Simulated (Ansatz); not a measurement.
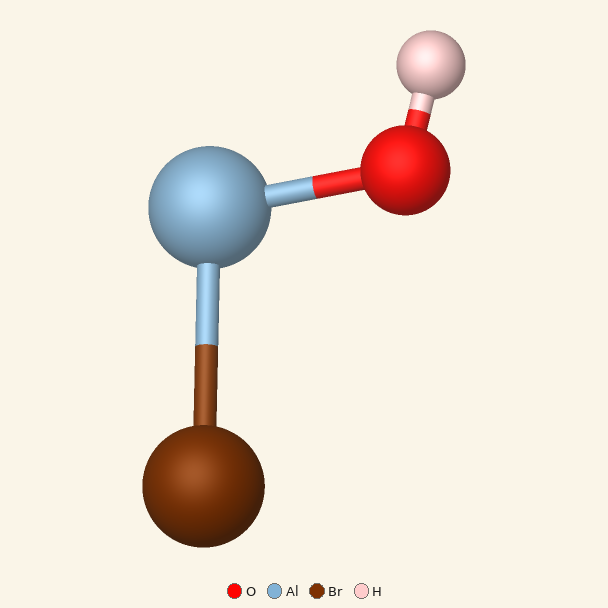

Charge −1, singlet. Computed geometry: PBE0-D4/def2-TZVPD optimisation. No frequency run is at hand to confirm it as a minimum. Method: RHF-CCSD(T), frozen core/def2-TZVPPD (Ansatz 0.2.0).

Q: What is the T1 diagnostic?

A: 0.012.
